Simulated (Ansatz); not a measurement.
# Gap against volume in random fluorite-type alloy of CaF2 and CdF2 (96 atoms)

The cell holds 96 atoms: 20 Ca, 64 F and 12 Cd. Cell: a = 11.149 Å, b = 11.149 Å, c = 11.149 Å, α = 90.0°, β = 90.0°, γ = 90.0°. It derives from CaF2 (fluorite-type) and CdF2, repeated 2×2×2. The starting structure: Fluorite-type CaF2, 2 x 2 x 2 conventional cells, 12 of 32 Ca sites given to Cd at random (x = 0.375), lattice by Vegard's rule (a = 5.436 Å); every coordinate displaced by a Gaussian of 0.09 Å.

Calculated with Ansatz 0.2.0: Kohn-Sham DFT, revPBE, PAW (set soft_2), plane waves; cutoff 420 eV, Γ point, fixed occupations. The relaxed cell was scaled evenly and the atoms were relaxed at each volume. The gap is that between the highest filled and the lowest empty Kohn-Sham level on the run's k-points.

| volume (Å³/atom) | gap (eV) |
| --- | --- |
| 12.992 | 4.943 |
| 13.569 | 4.759 |
| 14.003 | 4.609 |
| 14.436 | 4.462 |
| 14.869 | ? |
| 15.302 | 4.184 |

Task: Fit a straight line in ln V to the rows given and interpolate to the withheld row.

**Working.**

A volume deformation potential makes the spacing linear in u = ln(V/V0), with V0 = 14.436 Å³ the relaxed volume; v is the spacing.

```
u = ln(V/V0)  v (eV)
   -0.105361  4.9432
  -0.0618751  4.7594
  -0.0304591  4.6085
           0  4.4624
   0.0582690  4.1839
```

With n = 5: mean u = -0.0278852, mean v = 4.59148, Σ(u − ū)² = 0.015365, Σ(u − ū)(v − v̄) = -0.071715. Slope b = -0.071715 / 0.015365 = -4.6676; intercept a = v̄ − b ū = 4.4613.

At the withheld volume u = 0.02956, and v = a + b u.

Prediction at 14.869: 4.323 eV. The run gave 4.321 eV, so the fit is high by 0.0027 eV (0.061 % of the value).

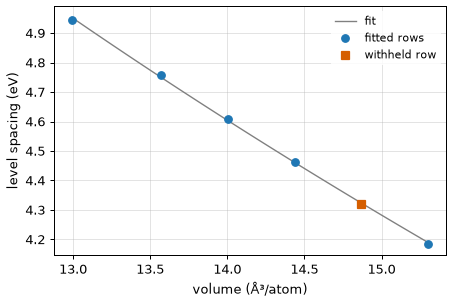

The fit, the rows that it rests on and the withheld row.

The slope, -4.67 eV, says that the spacing narrows on expansion. Among the rows given, the largest miss of the fit is at 12.992, by 0.0099 eV (1.3 % of the range of the table).

Limits: The table spans 16 % in volume, wide for a linear law. Semilocal functionals tend to put gaps under measured ones. Only the Γ point is sampled. The mesh needn't hold the band edges.

[Logs are printed without paths, hosts, clocks, repeated set-up lines and the standing remarks that a program may print on its own settings, such as how far it seeks lower states.]

[Hosts, paths, dates, database ids (printed as entryN), source tags and the programs' standing remarks are cut or masked in the printed files.]
